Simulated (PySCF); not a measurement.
## C₃H₈FNSi: a changed input and its effect

System: C₃H₈FNSi, SMILES C=C(F)[SiH2]NC.
Method of run A: TDA revPBE/def2-SVPD, vertical, gas phase, core orbitals frozen in the response (PySCF 2.14.0).

The geometry comes from this level: GFN2-xTB. Text and figures count atoms from 1; the logs count them from 0 in places.

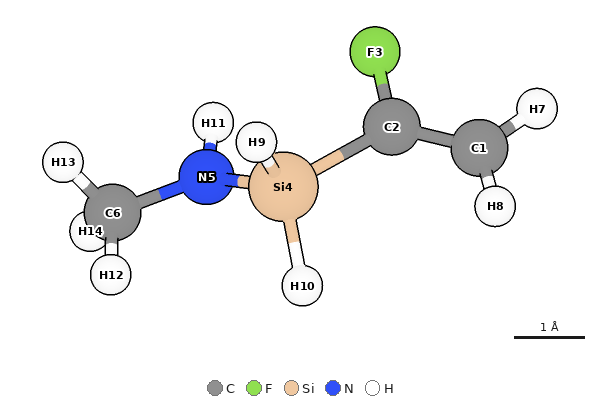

The structure as given in the input (ball-and-stick view, seen at a tilt; atoms are numbered from 1 in the order of the input).

## Input file, run A
```
{"job": {"kind": "uv", "xc": "revPBE", "basis": "def2-SVPD", "nstates": 25, "ntriplets": 0, "tda": true}, "charge": 0, "multiplicity": 1}
C      2.893967    -0.091365     0.053146
C      1.660311     0.354855    -0.089216
F      1.402163     1.182191    -1.143260
Si     0.170502     0.017989     1.031005
N     -1.148595    -0.014403    -0.057836
C     -2.517755    -0.235886     0.337592
H      3.688728     0.170323    -0.626189
H      3.132581    -0.744129     0.870764
H      0.138072     1.054140     2.080516
H      0.297109    -1.301698     1.653912
H     -1.082765     0.520832    -0.911704
H     -2.532806    -0.893128     1.203987
H     -3.030512     0.693591     0.607952
H     -3.071679    -0.713784    -0.472784
```

The first line tells a small driver script what to run in PySCF; the rest is the geometry in Å.

Launched with:
```bash
OMP_NUM_THREADS=1 python <driver script> task.json out
```

Hardware: 1 CPU thread, shared host.

## Output (run A)
```
coarse grid: 11992 points
cycle   1  E = -562.5985421710  dE =  4.137e-01  |g| = 6.173e-01  |ddm| = 5.139e+00
cycle   2  E = -562.3999598941  dE =  1.986e-01  |g| = 1.110e+00  |ddm| = 2.366e+00
cycle   3  E = -562.6796885520  dE = -2.797e-01  |g| = 1.676e-01  |ddm| = 1.642e+00
cycle   4  E = -562.6865451257  dE = -6.857e-03  |g| = 5.836e-02  |ddm| = 2.799e-01
cycle   5  E = -562.6871758292  dE = -6.307e-04  |g| = 3.111e-02  |ddm| = 9.700e-02
cycle   6  E = -562.6874086491  dE = -2.328e-04  |g| = 8.463e-03  |ddm| = 4.541e-02
cycle   7  E = -562.6874278626  dE = -1.921e-05  |g| = 1.275e-03  |ddm| = 1.282e-02
cycle   8  E = -562.6874283196  dE = -4.570e-07  |g| = 2.254e-04  |ddm| = 2.695e-03
final grid: 111128 points
cycle   9  E = -562.7777316940  dE = -3.024e-05  |g| = 1.140e-02  |ddm| = 1.336e-01
cycle  10  E = -562.7776712581  dE =  6.044e-05  |g| = 1.972e-02  |ddm| = 3.760e-02
cycle  11  E = -562.7777630641  dE = -9.181e-05  |g| = 2.713e-03  |ddm| = 2.461e-02
cycle  12  E = -562.7777645656  dE = -1.501e-06  |g| = 3.190e-04  |ddm| = 2.969e-03
cycle  13  E = -562.7777645811  dE = -1.557e-08  |g| = 1.793e-04  |ddm| = 5.719e-04
cycle  14  E = -562.7777645889  dE = -7.788e-09  |g| = 5.594e-05  |ddm| = 2.612e-04
cycle  15  E = -562.7777645898  dE = -8.636e-10  |g| = 1.161e-05  |ddm| = 9.543e-05
converged SCF energy = -562.7777645898

Static polarisability (au): isotropic 75.431, principal 60.647 68.325 97.321

Singlet excitations
state   eV       nm        f      main configurations
  1   4.4151    280.8   0.00893   H->L 0.99
  2   5.1023    243.0   0.00751   H->L+1 0.98
  3   5.6093    221.0   0.00317   H->L+2 0.99
  4   5.9483    208.4   0.01481   H->L+3 0.98
  5   5.9914    206.9   0.00571   H-1->L+1 0.95
  6   6.3926    193.9   0.00626   H->L+4 0.79, H->L+5 0.21
  7   6.4302    192.8   0.01233   H->L+5 0.78, H->L+4 0.21
  8   6.5410    189.5   0.01027   H-1->L+2 0.96
  9   6.8418    181.2   0.01751   H-1->L+3 0.57, H-2->L 0.33
 10   6.8712    180.4   0.00270   H->L+6 0.96
 11   6.9117    179.4   0.00457   H-2->L 0.60, H-1->L+3 0.36
 12   7.1102    174.4   0.32218   H-1->L 0.52, H-3->L 0.12
 13   7.2472    171.1   0.01035   H->L+7 0.93
 14   7.3269    169.2   0.00689   H-1->L+4 0.95
 15   7.3917    167.7   0.01011   H-2->L+1 0.61, H-3->L 0.27, H-1->L+5 0.09
 16   7.4018    167.5   0.02609   H-1->L+5 0.76, H-3->L 0.18
 17   7.5352    164.5   0.04627   H->L+8 0.85
 18   7.5881    163.4   0.04351   H-3->L 0.30, H-4->L 0.22, H-2->L+1 0.20
 19   7.6851    161.3   0.04784   H->L+9 0.91
 20   7.8223    158.5   0.00398   H-4->L 0.53, H-1->L+6 0.19, H-2->L+2 0.09
 21   7.8660    157.6   0.00909   H-1->L+6 0.75, H-2->L+2 0.14
 22   7.9522    155.9   0.00230   H-2->L+2 0.68
 23   7.9806    155.4   0.00757   H->L+10 0.91
 24   8.1716    151.7   0.00999   H-3->L+1 0.84
 25   8.2212    150.8   0.00776   H->L+11 0.65, H->L+12 0.16, H-2->L+3 0.13
```

The input of run B differs as follows (lines with − go, lines with + come):
```diff
-"xc": "revPBE"
-"basis": "def2-SVPD"
-"nstates": 25
-"ntriplets": 0
+"xc": "B97-2"
+"basis": "6-31++G**"
+"nstates": 6
+"ntriplets": 2
```

Predict how the results change.

The total energies belong to different models, so their difference says nothing on which is more stable or more accurate. The HOMO goes from −5.44 to −6.55 eV. The LUMO goes from −1.10 to −0.27 eV. The dipole moment goes from 0.90 to 1.09 D. The lowest excitation goes from 4.42 to 5.30 eV. The strongest computed line goes from 7.11 to 6.18 eV. The functional changes from revPBE to B97-2. The SCF takes 13 iterations against 15. The basis functions go from 191 to 160.

## Output (run B)
```
coarse grid: 11992 points
cycle   1  E = -563.1056897873  dE =  5.133e-01  |g| = 5.485e-01  |ddm| = 3.831e+00
cycle   2  E = -563.0463622116  dE =  5.933e-02  |g| = 7.760e-01  |ddm| = 1.495e+00
cycle   3  E = -563.1684334133  dE = -1.221e-01  |g| = 7.769e-02  |ddm| = 1.015e+00
cycle   4  E = -563.1697791003  dE = -1.346e-03  |g| = 2.388e-02  |ddm| = 1.698e-01
cycle   5  E = -563.1699266132  dE = -1.475e-04  |g| = 5.386e-03  |ddm| = 4.169e-02
cycle   6  E = -563.1699317126  dE = -5.099e-06  |g| = 3.036e-03  |ddm| = 1.233e-02
final grid: 111128 points
cycle   7  E = -563.1216533302  dE = -2.474e-05  |g| = 7.328e-03  |ddm| = 7.574e-02
cycle   8  E = -563.1216281907  dE =  2.514e-05  |g| = 1.250e-02  |ddm| = 2.267e-02
cycle   9  E = -563.1216662570  dE = -3.807e-05  |g| = 9.785e-04  |ddm| = 1.505e-02
cycle  10  E = -563.1216665018  dE = -2.448e-07  |g| = 1.620e-04  |ddm| = 1.319e-03
cycle  11  E = -563.1216665062  dE = -4.361e-09  |g| = 1.039e-04  |ddm| = 4.442e-04
cycle  12  E = -563.1216665087  dE = -2.501e-09  |g| = 1.208e-05  |ddm| = 1.472e-04
cycle  13  E = -563.1216665087  dE = -3.513e-11  |g| = 3.314e-06  |ddm| = 3.058e-05
converged SCF energy = -563.1216665087

Static polarisability (au): isotropic 68.987, principal 56.503 61.896 88.561

Singlet excitations
state   eV       nm        f      main configurations
  1   5.2960    234.1   0.00038   H->L 0.74, H->L+1 0.23
  2   5.5639    222.8   0.01700   H->L+1 0.75, H->L 0.24
  3   6.0654    204.4   0.01022   H->L+2 0.83
  4   6.1780    200.7   0.02887   H->L+3 0.88
  5   6.4006    193.7   0.01428   H->L+4 0.81
  6   6.4532    192.1   0.00614   H-1->L+1 0.62, H-1->L 0.17

Triplet excitations (Tamm-Dancoff, eV): 4.4295 5.1636
```

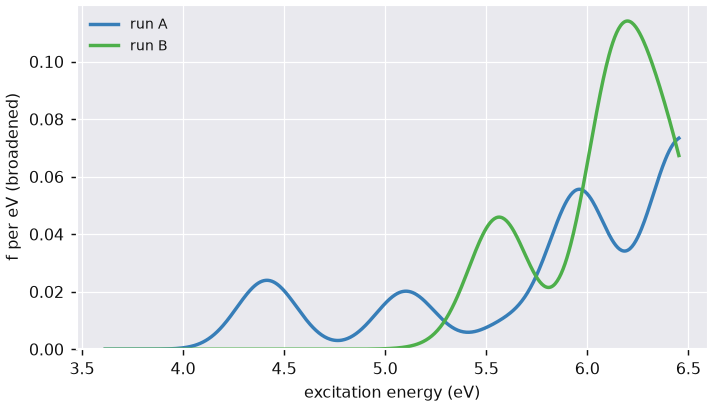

Absorption of the two runs from their computed states, each broadened by a Gaussian of 0.35 eV full width; the range ends where the shorter list of states ends.

## The two runs side by side

| quantity | run A | run B |
| --- | --- | --- |
| outcome | converged | converged |
| total energy (hartree) | −562.777765 | −563.121667 |
| HOMO (eV) | −5.44 | −6.55 |
| LUMO (eV) | −1.10 | −0.27 |
| dipole moment (D) | 0.90 | 1.09 |
| lowest excitation (eV) | 4.42 | 5.30 |
| SCF iterations | 15 | 13 |
| strongest computed line (eV) | 7.11 | 6.18 |
| basis functions | 191 | 160 |
| wall time (shared host) | 94 s | 34 s |
